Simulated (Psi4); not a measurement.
# doublet [TiF4]+ at 4 levels

Wanted: a comparison of 4 runs (U-r2SCAN/def2-SVP, U-revPBE/def2-SVP, UB3LYP/def2-SVP, UTPSS/def2-SVP) of doublet [TiF4]+. 

Program for the calculation: Psi4 1.11.

8 further runs of the same task are left out: 8 that didn't finish.

### Step 1. The molecule

[TiF4]+ has 5 atoms, charge +1, and is taken as a doublet. As SMILES of the parent species, `[F][Ti]([F])([F])[F]`. The shape is that of a PBE0-D4/def2-TZVP optimisation. That shape belongs to the parent species and isn't relaxed for this state.

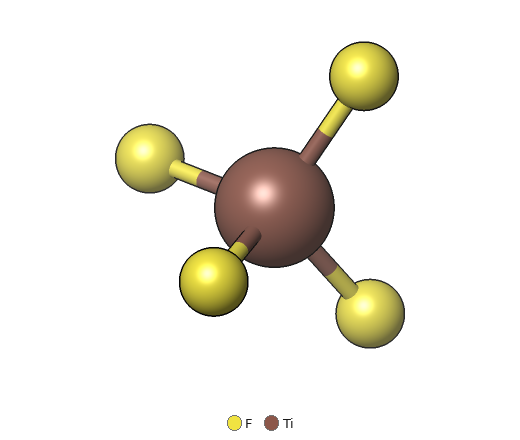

Viewed from a chosen angle; fluorine yellow, titanium brown.

### Step 2. A single-point energy at U-r2SCAN/def2-SVP (run 1)

f4ti.json reads:

```json
{
 "schema_name": "qcschema_input",
 "schema_version": 1,
 "molecule": {
  "schema_name": "qcschema_molecule",
  "schema_version": 2,
  "symbols": ["F", "Ti", "F", "F", "F"],
  "geometry": [0.33079656, -1.42993686, 2.94137761, -1.89e-05, 7.559e-05, 3.779e-05, -2.36240332, 2.28097502, 0.15027102, -0.80816027, -2.26908864, -2.23683102, 2.83976704, 1.41801269, -0.85485541],
  "molecular_charge": 1,
  "molecular_multiplicity": 2,
  "fix_symmetry": "c1",
  "fix_com": true,
  "fix_orientation": true
 },
 "driver": "energy",
 "model": {
  "method": "r2scan",
  "basis": "def2-SVP"
 },
 "keywords": {
  "reference": "uks",
  "puream": true,
  "e_convergence": 1e-09,
  "d_convergence": 1e-08,
  "scf_type": "pk",
  "dft_radial_points": 99,
  "dft_spherical_points": 590,
  "maxiter": 100,
  "scf_properties": ["MULLIKEN_CHARGES", "WIBERG_LOWDIN_INDICES", "LOWDIN_CHARGES"]
 }
}
```

Command:

```
$ psi4 --qcschema f4ti.json -n 1 --memory 2200MB
```

stdout:

```text
[...]
  Running in c1 symmetry.
[...]
  Nuclear repulsion =  331.469148622665500
[...]
  Multiplicity = 2
[...]
  Nalpha       = 29
  Nbeta        = 28
[...]
    Number of basis functions: 87
[...]
   @UKS iter   1: -1247.71635183855756   -3.20940e-01   9.33317e-03 DIIS/ADIIS
[...]
   @UKS iter  30: -1248.01046928643632   -2.27374e-13   5.29379e-09 DIIS
[...]
   @S^2 Observed:                7.616420797E-01
[...]
    Orbital Energies [Eh]
    ---------------------
    Alpha Occupied:
       1A   -178.866722     2A    -24.830865     3A    -24.830828
       4A    -24.830824     5A    -24.830819     6A    -20.189323
       7A    -16.890645     8A    -16.890519     9A    -16.890519
      10A     -2.720564    11A     -1.847983    12A     -1.847617
      13A     -1.847614    14A     -1.423669    15A     -1.408120
      16A     -1.408114    17A     -1.408110    18A     -0.748766
      19A     -0.747261    20A     -0.747260    21A     -0.741679
      22A     -0.727126    23A     -0.717157    24A     -0.712238
      25A     -0.712236    26A     -0.709901    27A     -0.696059
      28A     -0.686495    29A     -0.686494
    Alpha Virtual:
[...]
  @UKS Final Energy: -1248.01046928643632
   => Energetics <=
    Nuclear Repulsion Energy =            331.4691486226655002
    One-Electron Energy =               -2363.8316278185311603
    Two-Electron Energy =                 867.6210933253180428
    DFT Exchange-Correlation Energy =     -83.2690834158886446
    Empirical Dispersion Energy =           0.0000000000000000
    VV10 Nonlocal Energy =                  0.0000000000000000
    Total Energy =                      -1248.0104692864363187
[...]
 Multipole Moments:
 ------------------------------------------------------------------------------------
     Multipole            Electronic (a.u.)      Nuclear  (a.u.)        Total (a.u.)
 ------------------------------------------------------------------------------------
 L = 1.  Multiply by 2.5417464519 to convert [e a0] to [Debye]
 Dipole X            :          0.0003271           -0.0004157           -0.0000886
 Dipole Y            :         -0.0012245            0.0013229            0.0000983
 Dipole Z            :         -0.0004442            0.0004912            0.0000470
 Magnitude           :                                                    0.0001405
[...]
  Mulliken Charges: (a.u.)
   Center  Symbol    Alpha    Beta     Spin     Total
       1     F     4.71165  4.42345  0.28820 -0.13510
       2    TI    10.15338 10.30619 -0.15282  1.54043
       3     F     4.71167  4.42344  0.28823 -0.13511
       4     F     4.71166  4.42343  0.28823 -0.13510
       5     F     4.71163  4.42348  0.28816 -0.13511
   Total alpha = 29.00000, Total beta = 28.00000, Total charge =  1.00000
  Lowdin Charges: (a.u.)
   Center  Symbol    Alpha    Beta     Spin     Total
       1     F     4.59303  4.30850  0.28453  0.09847
[...]
```

The result, in JSON:

```text
{
 "driver": "energy",
 "model": {
  "method": "r2scan",
  "basis": "def2-SVP"
 },
 "success": true,
 "return_result": -1248.0104692864363,
 "properties": {
  "calcinfo_nbasis": 87,
  "calcinfo_nmo": 87,
  "calcinfo_nalpha": 29,
  "calcinfo_nbeta": 28,
  "calcinfo_natom": 5,
  "nuclear_repulsion_energy": 331.4691486226655,
  "return_energy": -1248.0104692864363,
  "scf_one_electron_energy": -2363.831627818531,
  "scf_two_electron_energy": 867.621093325318,
  "scf_xc_energy": -83.26908341588864,
  "scf_dipole_moment": [-8.860667158136493e-05, 9.83361504762019e-05, 4.6975106748031736e-05],
  "scf_total_energy": -1248.0104692864363,
  "scf_iterations": 30
 }
}
```

Wall time 48 s (1 thread of Intel Xeon 6975P-C (Granite Rapids), shared host); peak memory 0.95 GiB.

### Step 3. Energy and gradient at U-revPBE/def2-SVP (run 2)

calc.dat reads:

```
memory 2200 MB

molecule molecule1 {
  1 2
  F      0.175050    -0.756690     1.556510
  Ti    -0.000010     0.000040     0.000020
  F     -1.250130     1.207040     0.079520
  F     -0.427660    -1.200750    -1.183680
  F      1.502740     0.750380    -0.452370
  symmetry c1
  no_reorient
  no_com
}

set {
  basis def2-SVP
  reference uks
  puream true
  e_convergence 1e-09
  d_convergence 1e-08
  scf_type pk
  dft_radial_points 99
  dft_spherical_points 590
  maxiter 100
}

result, w = gradient('revpbe', return_wfn=True)
oeprop(w, 'WIBERG_LOWDIN_INDICES', 'MAYER_INDICES', 'LOWDIN_CHARGES')
print_variables()
```

Command:

```
$ psi4 -i calc.dat -o calc.out -n 1
```

calc.out:

```text
[...]
  Running in c1 symmetry.
[...]
  Nuclear repulsion =  331.469148447918315
[...]
  Multiplicity = 2
[...]
  Nalpha       = 29
  Nbeta        = 28
[...]
    Number of basis functions: 87
[...]
   @UKS iter   1: -1247.70316587653770   -2.60807e-01   9.22826e-03 ADIIS/DIIS
[...]
   @UKS iter  34: -1247.98798800823897    6.82121e-13   3.45031e-09 DIIS
[...]
   @S^2 Observed:                7.560411583E-01
[...]
    Orbital Energies [Eh]
    ---------------------
    Alpha Occupied:
       1A   -178.120263     2A    -24.600912     3A    -24.600874
       4A    -24.600871     5A    -24.600869     6A    -19.889159
       7A    -16.674923     8A    -16.674922     9A    -16.674805
      10A     -2.618336    11A     -1.782261    12A     -1.782260
      13A     -1.781963    14A     -1.354566    15A     -1.339911
      16A     -1.339908    17A     -1.339867    18A     -0.716646
      19A     -0.716505    20A     -0.716504    21A     -0.711832
      22A     -0.697273    23A     -0.687698    24A     -0.680737
      25A     -0.680736    26A     -0.676828    27A     -0.666056
      28A     -0.655991    29A     -0.655990
    Alpha Virtual:
[...]
  @UKS Final Energy: -1247.98798800823897
   => Energetics <=
    Nuclear Repulsion Energy =            331.4691484479183146
    One-Electron Energy =               -2364.3716243591798047
    Two-Electron Energy =                 868.1611331466710908
    DFT Exchange-Correlation Energy =     -83.2466452436485440
    Empirical Dispersion Energy =           0.0000000000000000
    VV10 Nonlocal Energy =                  0.0000000000000000
    Total Energy =                      -1247.9879880082389718
[...]
 Multipole Moments:
 ------------------------------------------------------------------------------------
     Multipole            Electronic (a.u.)      Nuclear  (a.u.)        Total (a.u.)
 ------------------------------------------------------------------------------------
 L = 1.  Multiply by 2.5417464519 to convert [e a0] to [Debye]
 Dipole X            :          0.0003869           -0.0004157           -0.0000289
 Dipole Y            :         -0.0012118            0.0013228            0.0001110
 Dipole Z            :         -0.0004224            0.0004913            0.0000689
 Magnitude           :                                                    0.0001338
[...]
  -Total Gradient:
     Atom            X                  Y                   Z
    ------   -----------------  -----------------  -----------------
       1       -0.003447287279     0.010062012872    -0.017336344757
       2        0.000001240545    -0.000001985005     0.000000403922
       3        0.014323958939    -0.014674024654     0.000995749734
       4        0.006754787406     0.014567364280     0.012930514752
       5       -0.017494820284    -0.009870135169     0.003739524099
[...]
```

Wall time 29 s (1 thread of Intel Xeon 6975P-C (Granite Rapids), shared host); peak memory 0.83 GiB.

Run 3 isn't shown in full; the table further down has it.

### Step 4. Energy and forces at UTPSS/def2-SVP (run 4)

f4ti.inp reads:

```
memory 2.2 GB

molecule molecule1 {
  1 2
  F
  Ti 1 R2
  F 2 R3 1 A3
  F 2 R4 1 A4 3 D4
  F 2 R5 4 A5 1 D5

  R2 = 1.739525
  R3 = 1.739531
  A3 = 109.46771
  R4 = 1.739519
  A4 = 109.47046
  D4 = -120.00217
  R5 = 1.739518
  A5 = 109.4615
  D5 = 119.9992
  units angstrom
  symmetry c1
}

set basis def2-SVP
set reference uks
set puream true
set e_convergence 1e-09
set d_convergence 1e-08
set scf_type pk
set dft_radial_points 99
set dft_spherical_points 590
set maxiter 100

e, wfn = gradient('tpss', return_wfn=True)
oeprop(wfn, 'QUADRUPOLE', 'MAYER_INDICES', 'MULLIKEN_CHARGES')
```

Command:

```
$ psi4 -n 1 f4ti.inp f4ti.out
```

f4ti.out:

```text
[...]
  Running in c1 symmetry.
[...]
  Nuclear repulsion =  331.469194435593749
[...]
  Multiplicity = 2
[...]
  Nalpha       = 29
  Nbeta        = 28
[...]
    Number of basis functions: 87
[...]
   @UKS iter   1: -1248.00057395716044   -2.92503e-01   9.15476e-03 ADIIS/DIIS
[...]
   @UKS iter  38: -1248.27813856469288   -2.27374e-12   4.67783e-09 DIIS
[...]
   @S^2 Observed:                7.578847306E-01
[...]
    Orbital Energies [Eh]
    ---------------------
    Alpha Occupied:
       1A   -178.554046     2A    -24.748797     3A    -24.748763
       4A    -24.748760     5A    -24.748754     6A    -19.991391
       7A    -16.725369     8A    -16.725367     9A    -16.725367
      10A     -2.656122    11A     -1.804366    12A     -1.804337
      13A     -1.804334    14A     -1.381112    15A     -1.366095
      16A     -1.366088    17A     -1.366077    18A     -0.727547
      19A     -0.726303    20A     -0.726298    21A     -0.721269
      22A     -0.707183    23A     -0.697444    24A     -0.691022
      25A     -0.691020    26A     -0.687741    27A     -0.675584
      28A     -0.665683    29A     -0.665680
    Alpha Virtual:
[...]
  @UKS Final Energy: -1248.27813856469288
   => Energetics <=
    Nuclear Repulsion Energy =            331.4691944355937494
    One-Electron Energy =               -2364.2301765208512734
    Two-Electron Energy =                 868.0302497697921353
    DFT Exchange-Correlation Energy =     -83.5474062492273077
    Empirical Dispersion Energy =           0.0000000000000000
    VV10 Nonlocal Energy =                  0.0000000000000000
    Total Energy =                      -1248.2781385646928811
[...]
  -Total Gradient:
     Atom            X                  Y                   Z
    ------   -----------------  -----------------  -----------------
       1       -0.001692442083     0.001049461408     0.014454467039
       2        0.000001842457     0.000006309870    -0.000001991681
       3        0.001691892627     0.014139968803    -0.003891614661
       4        0.011380568224    -0.006566211454    -0.006869555018
       5       -0.011209189297    -0.008669133782    -0.003933877227
[...]
 Multipole Moments:
 ------------------------------------------------------------------------------------
     Multipole            Electronic (a.u.)      Nuclear  (a.u.)        Total (a.u.)
 ------------------------------------------------------------------------------------
 L = 1.  Multiply by 2.5417464519 to convert [e a0] to [Debye]
 Dipole X            :          0.0001118           -0.0000253            0.0000865
 Dipole Y            :         -0.0001074            0.0000352           -0.0000722
 Dipole Z            :         -0.0000437            0.0000014           -0.0000423
 Magnitude           :                                                    0.0001203
 L = 2.  Multiply by 1.3450342976 to convert [e a0^2] to [Debye ang]
 Quadrupole XX       :       -152.3340630          129.6537188          -22.6803442
 Quadrupole XY       :          0.0719737            0.0014245            0.0733982
[...]
  Mulliken Charges: (a.u.)
   Center  Symbol    Alpha    Beta     Spin     Total
       1     F     4.70024  4.42032  0.27992 -0.12057
       2    TI    10.19906 10.31864 -0.11958  1.48230
       3     F     4.70023  4.42035  0.27988 -0.12059
       4     F     4.70023  4.42034  0.27989 -0.12058
       5     F     4.70023  4.42034  0.27990 -0.12057
   Total alpha = 29.00000, Total beta = 28.00000, Total charge =  1.00000
  Mayer Bond Indices:
  Total Bond Index:
[...]
```

Wall time 76 s (1 thread of Intel Xeon 6975P-C (Granite Rapids), shared host); peak memory 0.95 GiB.

### Step 5. Overview of the runs

```tsv
run	level	task	energy (Eh)	HOMO energy (eV)	LUMO energy (eV)	⟨S²⟩	wall time
1	U-r2SCAN/def2-SVP	energy	-1248.010469	-18.15	-17.93	0.762	48 s
2	U-revPBE/def2-SVP	gradient	-1247.987988	-17.53	-17.45	0.756	29 s
3	UB3LYP/def2-SVP	energy	-1248.180704	-18.96	-17.56	0.769	36 s
4	UTPSS/def2-SVP	gradient	-1248.278139	-17.74	-17.56	0.758	76 s
```

### Step 6. Results

| quantity | value |
| --- | --- |
| run 4: total energy | -1248.27814 Eh |
| run 4: HOMO energy (highest over α and β) | -17.74 eV |
| run 4: LUMO energy (lowest over α and β) | -17.56 eV |
| run 4: ⟨S²⟩ | 0.758 |
| run 4: largest force on an atom | 0.762 eV/Å |

**Reading.** Totals of different functionals can't be ranked against each other. All runs together took 3.2 min, the longest 76 s.
